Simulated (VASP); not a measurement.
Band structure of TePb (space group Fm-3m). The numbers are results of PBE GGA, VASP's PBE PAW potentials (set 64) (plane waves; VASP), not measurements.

Unless said otherwise, spin-orbit coupling is left out, though it shifts the bands of the heavy elements here.

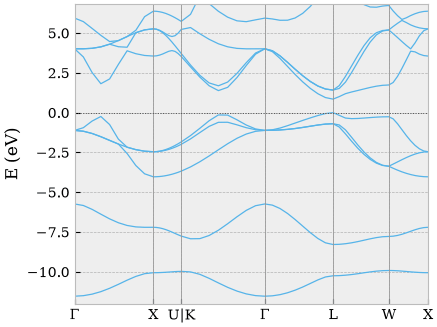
Figure: Bands along high-symmetry lines, zero at the valence-band maximum or, without a gap, the Fermi level

Task: Read the plot: is there a gap, and where are the band edges?

Result: The gap is direct, 0.85 eV, from the valence maximum at L to the conduction minimum at L.

The structure comes from a computed database's TePb entry; how it stands against other phases isn't given here. The cell was not relaxed at this level.
